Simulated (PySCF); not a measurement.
```json
{"atom": "Si", "x (Å)": "0.0000", "y (Å)": "0.0000", "z (Å)": "-1.1522"}
{"atom": "Cl", "x (Å)": "0.0000", "y (Å)": "0.0000", "z (Å)": "0.9218"}
```

Theory: PBE0/x2c-TZVPPall, spin-free X2C-1e, Gaussian nucleus, at a bond length of 2.074 Å in PySCF 2.14.0.

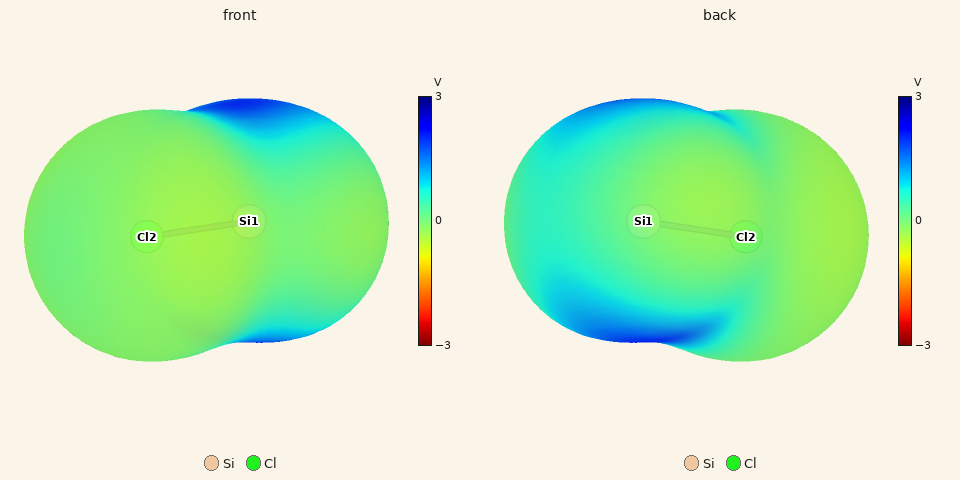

SiCl (doublet). The electrostatic potential painted on the density surface at 0.002 e/bohr³, seen from the front and from behind; red is negative and blue positive.

Q: Where is the surface potential most negative and most positive?

A: The most negative region (about −0.4 V) lies over Cl2, the most positive (about +2.0 V) over Si1.
